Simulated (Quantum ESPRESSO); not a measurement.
# CrSBr: where do free moments turn?, part 2 of 2

Wanted: energies and final angles of several spin textures of CrSBr

Quantum ESPRESSO 7.5; LDA with U = 3.5 eV on Cr d (ortho-atomic projectors); plane waves with GBRV 1.5 LDA potentials, no spin-orbit coupling.

So far, absolute magnetization (μB): step 2 (start 1: collinear parallel) 7.31; step 3 (start 2: two sublattices 60 degrees apart) 7.31.

## 4. Start 3: collinear alternating

pw.in

```
&CONTROL
  calculation = 'scf'
  prefix = 'pwscf'
  outdir = './tmp'
  pseudo_dir = './pseudo'
  disk_io = 'nowf'
/
&SYSTEM
  ibrav = 0
  nat = 6
  ntyp = 4
  ecutwfc = 34
  ecutrho = 238
  nbnd = 74
  occupations = 'smearing'
  smearing = 'fd'
  degauss = 0.00999582
  noncolin = .true.
  starting_magnetization(1) = 0.2143
  angle1(1) = 0
  angle2(1) = 0
  starting_magnetization(2) = 0.2143
  angle1(2) = 180
  angle2(2) = 0
  starting_magnetization(3) = 0
  starting_magnetization(4) = 0
  nosym = .true.
/
&ELECTRONS
  conv_thr = 1.2d-08
  electron_maxstep = 150
  mixing_beta = 0.3
/
ATOMIC_SPECIES
Cr1    51.9961 cr_lda_v1.5.uspp.F.UPF
Cr2    51.9961 cr_lda_v1.5.uspp.F.UPF
S      32.0600 s_lda_v1.4.uspp.F.UPF
Br     79.9040 br_lda_v1.4.uspp.F.UPF
CELL_PARAMETERS angstrom
   3.5404561400    0.0000000000    0.0000000000
   0.0000000000    4.7554718500    0.0000000000
   0.0000000000    0.0000000000    8.3940423500
ATOMIC_POSITIONS crystal
Cr1     0.5000000000    0.0000000000    0.8787434000
Cr2     0.0000000000    0.5000000000    0.1212566000
S       0.5000000000    0.5000000000    0.9295014300
S       0.0000000000    0.0000000000    0.0704985700
Br      0.0000000000    0.0000000000    0.6659578600
Br      0.5000000000    0.5000000000    0.3340421400
K_POINTS automatic
4 3 2 0 0 0
HUBBARD {ortho-atomic}
U Cr1-3d 3.5000
U Cr2-3d 3.5000
```

Started as:

```console
$ OMP_NUM_THREADS=1 mpirun -n 4 pw.x -nk 2 -in pw.in > pw.out
```

The log of the run:

```text
     [... lines left out ...]
Program PWSCF v.7.5 starts
     [... lines left out ...]
     number of atoms/cell      =            6
     [... lines left out ...]
     number of electrons       =        54.00
     number of Kohn-Sham states=           74
     kinetic-energy cutoff     =      34.0000  Ry
     charge density cutoff     =     238.0000  Ry
     scf convergence threshold =      1.2E-08
     [... lines left out ...]
     Noncollinear calculation without spin-orbit
     [... lines left out ...]
     No symmetry found
     [... lines left out ...]
     number of k points=    24  Fermi-Dirac smearing, width (Ry)=  0.0100
     [... lines left out ...]
     iteration # 14     ecut=    34.00 Ry     beta= 0.30
     [... lines left out ...]
     atom number    1 relative position :    0.5000   0.0000   2.0834
     [... lines left out ...]
     magnetization :         -0.000006   -0.000045    2.889165
     [... lines left out ...]
     atom number    2 relative position :    0.0000   0.6716   0.2875
[...]
magnetization :         -0.000015   -0.000113   -2.889316
[...]
atom number    3 relative position :    0.5000   0.6716   2.2037
[...]
magnetization :          0.000001    0.000005    0.039486
     [... lines left out ...]
     atom number    4 relative position :    0.0000   0.0000   0.1671
     [... lines left out ...]
     magnetization :          0.000001    0.000005   -0.039455
     [... lines left out ...]
     atom number    5 relative position :    0.0000   0.0000   1.5789
     [... lines left out ...]
     magnetization :          0.000000    0.000001   -0.042148
     [... lines left out ...]
     atom number    6 relative position :    0.5000   0.6716   0.7920
     [... lines left out ...]
     magnetization :          0.000000    0.000002    0.042134
     [... lines left out ...]
     Tr[ns(  1)] (up, down, total) =   3.83616  0.54981  4.38596
     [... lines left out ...]
     Tr[ns(  2)] (up, down, total) =   0.54981  3.83616  4.38596
     [... lines left out ...]
     the Fermi energy is     5.1408 ev
!    total energy              =    -492.24640242 Ry
     estimated scf accuracy    <          5.4E-09 Ry
     smearing contrib. (-TS)   =      -0.00223385 Ry
     [... lines left out ...]
     total magnetization       =    -0.00    -0.00     0.00 Bohr mag/cell
     absolute magnetization    =     7.03 Bohr mag/cell
     convergence has been achieved in  14 iterations
```

It took 85 s on 4 MPI ranks of Arm Neoverse V2, shared host; peak memory 0.76 GiB.

Spin moment in the atom's sphere by atom:

| atom | x (μB) | y (μB) | z (μB) | size |
| --- | --- | --- | --- | --- |
| Cr1 | 0.00 | 0.00 | 2.89 | 2.89 |
| Cr2 | 0.00 | 0.00 | -2.89 | 2.89 |
| S3 | 0.00 | 0.00 | 0.04 | 0.04 |
| S4 | 0.00 | 0.00 | -0.04 | 0.04 |
| Br5 | 0.00 | 0.00 | -0.04 | 0.04 |
| Br6 | 0.00 | 0.00 | 0.04 | 0.04 |

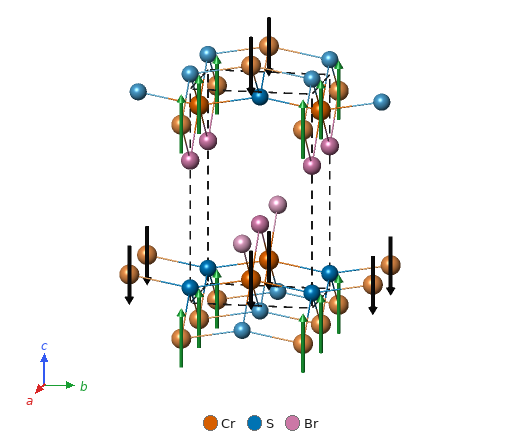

Spin moment in the atom's sphere as arrows, the longest 2.89 μB. The two directions have two colours. Some periodic images of atoms are drawn too.

This step gave:

```
smearing term TS       : 0.03039 eV
magnetization          : 0, 0, 0 μB
absolute magnetization : 7.026 μB
final state            : antiferromagnetic
```

## 5. Start 4: random 1

pw.in, as its differences from that of step 4:

```diff
@@ -18,8 +18,8 @@
   noncolin = .true.
-  starting_magnetization(1) = 0.2143
-  angle1(1) = 0
-  angle2(1) = 0
+  starting_magnetization(1) = 0.2142
+  angle1(1) = 83.914
+  angle2(1) = -6.353
   starting_magnetization(2) = 0.2143
-  angle1(2) = 180
-  angle2(2) = 0
+  angle1(2) = 58.802
+  angle2(2) = -141.884
   starting_magnetization(3) = 0
```

The log of the run:

```text
     [... lines left out ...]
Program PWSCF v.7.5 starts
     [... lines left out ...]
     number of atoms/cell      =            6
     [... lines left out ...]
     number of electrons       =        54.00
     number of Kohn-Sham states=           74
     kinetic-energy cutoff     =      34.0000  Ry
     charge density cutoff     =     238.0000  Ry
     scf convergence threshold =      1.2E-08
     [... lines left out ...]
     Noncollinear calculation without spin-orbit
     [... lines left out ...]
     No symmetry found
     [... lines left out ...]
     number of k points=    24  Fermi-Dirac smearing, width (Ry)=  0.0100
     [... lines left out ...]
     iteration #150     ecut=    34.00 Ry     beta= 0.30
     [... lines left out ...]
     estimated scf accuracy    <       0.00000338 Ry
     total magnetization       =     1.97    -3.99     3.91 Bohr mag/cell
     absolute magnetization    =     7.31 Bohr mag/cell
     [... lines left out ...]
     convergence NOT achieved after 150 iterations: stopping
[key lines of the parts left out:]
total energy              =    -492.24953347 Ry
```

Elapsed: 21 min, on 4 MPI ranks; peak memory 0.76 GiB.

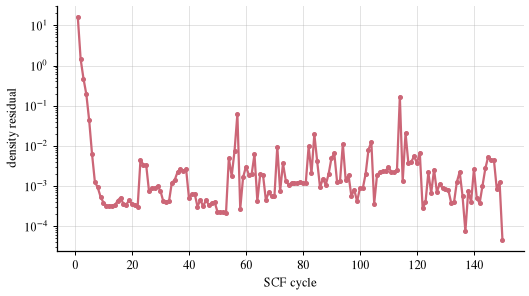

Residual by cycle in this run.

The run stopped without converging, so none of its numbers is a property of the system.

After 150 cycles the residual stands at 4.6e-5, against 0.0012 at cycle 76 and a least value of 4.6e-5. The cap of 150 cycles in the input ended the loop.

## 6. An input with a fault

One input was spoiled on purpose, to see how the program answers.

pw.in

```
&CONTROL
  calculation = 'scf'
  prefix = 'pwscf'
  outdir = './tmp'
  pseudo_dir = './pseudo'
  disk_io = 'nowf'
/
&SYSTEM
  ibrav = 0
  nat = 6
  ntyp = 3
  ecutwfc = 34
  ecutrho = 238
  nbnd = 40
  occupations = 'smearing'
  smearing = 'fd'
  degauss = 0.00999582
  nspin = 2
  starting_magnetization(1) = 0.2143
  starting_magnetization(2) = 0
  starting_magnetization(3) = 0
/
&ELECTRONS
  conv_thr = 1.2d-08
  electron_maxstep = 6
  mixing_beta = 0.3
/
ATOMIC_SPECIES
Cr     51.9961 cr_lda_v1.5.uspp.F.UPF
S      32.0600 s_lda_v1.4.uspp.F.UPF
Br     79.9040 br_lda_v1.4.uspp.F.UPF
CELL_PARAMETERS angstrom
   3.5404561400    0.0000000000    0.0000000000
   0.0000000000    4.7554718500    0.0000000000
   0.0000000000    0.0000000000    8.3940423500
ATOMIC_POSITIONS crystal
Cr      0.5000000000    0.0000000000    0.8787434000
Cr      0.0000000000    0.5000000000    0.1212566000
S       0.5000000000    0.5000000000    0.9295014300
S       0.0000000000    0.0000000000    0.0704985700
Br      0.0000000000    0.0000000000    0.6659578600
Br      0.5000000000    0.5000000000    0.3340421400
K_POINTS automatic
4 3 2 0 0 0
HUBBARD {ortho-atomic}
U Cr-3d 3.5000
```

The log of the run:

```text
     [... lines left out ...]
Program PWSCF v.7.5 starts
     [... lines left out ...]
     number of atoms/cell      =            6
     [... lines left out ...]
     number of electrons       =        54.00
     number of Kohn-Sham states=           40
     kinetic-energy cutoff     =      34.0000  Ry
     charge density cutoff     =     238.0000  Ry
     scf convergence threshold =      1.2E-08
     [... lines left out ...]
      8 Sym. Ops., with inversion, found ( 4 have fractional translation)
     [... lines left out ...]
     number of k points=    12  Fermi-Dirac smearing, width (Ry)=  0.0100
     [... lines left out ...]
     iteration #  6     ecut=    34.00 Ry     beta= 0.30
     [... lines left out ...]
     estimated scf accuracy    <       0.00082619 Ry
     total magnetization       =     6.01 Bohr mag/cell
     absolute magnetization    =     7.28 Bohr mag/cell
     [... lines left out ...]
     convergence NOT achieved after   6 iterations: stopping
[key lines of the parts left out:]
total energy              =    -492.25495826 Ry
```

The job ended after 12 s (4 MPI ranks; peak memory 0.51 GiB).

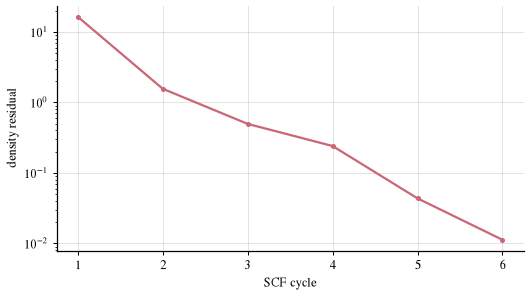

Residual by cycle in this run.

The run stopped without converging, so none of its numbers is a property of the system.

After 6 cycles the residual stands at 0.011. The cap of 6 cycles in the input ended the loop.

The fault put into the input: too few SCF iterations.

## 7. The textures together

Textures, by row:

| start | final state | energy over the lowest (meV a seeded atom) | smallest moment (μB) | largest moment (μB) | net moment (μB a cell) | angles to the first moment (degrees) |
| --- | --- | --- | --- | --- | --- | --- |
| collinear parallel | ferromagnetic | 0 | 2.93 | 2.93 | 6.013 | 0 |
| two sublattices 60 degrees apart | ferromagnetic | 0 | 2.93 | 2.93 | 6.013 | 0 |
| collinear alternating | antiferromagnetic | 59.22 | 2.889 | 2.889 | 0 | 180 |

## 8. Summary of results

```
lowest start    : collinear parallel and two sublattices 60 degrees apart
its final state : ferromagnetic
its moments     : 2.93 μB
its net moment  : 6.01 μB a cell
```

What this shows: No finished start ends non-collinear. The mesh is coarse, so differences of some ten meV can be noise where moments are itinerant. Without spin–orbit coupling only the angles between moments matter. The start random 1 did not finish and is not in the table. The cell holds only so many moments, so longer spirals cannot form in it. Energies are free energies at an electronic temperature of 1580 K, which lowers moments and differences where the moments are itinerant. The cutoff lies under the 40 Ry that these files are usually run at.

[Logs and program files are shortened in this print: banners, set-up blocks, solver, clock and traceback lines can be left out without a mark of their own.]

[Logs are printed without paths, hosts, clocks, repeated set-up lines and the standing remarks that a program may print on its own settings, such as how far it seeks lower states.]

[Hosts, paths, dates, database ids (printed as entryN), source tags and the programs' standing remarks are cut or masked in the printed files.]

[Where a cell is said to come from a database of computed structures, the database is the Materials Project.]
